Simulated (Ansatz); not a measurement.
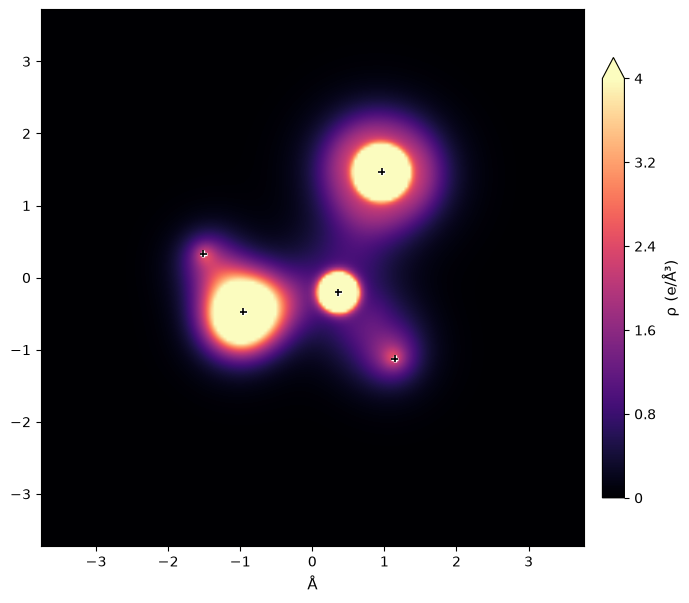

The electron density on a plane through atoms (crosses mark nuclei in the plane).

These are results of RKS PBE-D4/def2-SVP (Ansatz 0.2.0), not measurements.

Candidates:
A. BClH2O
B. H2Si···HF

Q: Which candidate gave the map?

A: Candidate A: BClH2O on the molecular plane, which holds B, Cl, H and O. B–O (1.35 Å): the density is about 2.2 e/Å³ at the midpoint. B–Cl (1.78 Å): ρ at the midpoint is about 1.3 e/Å³.
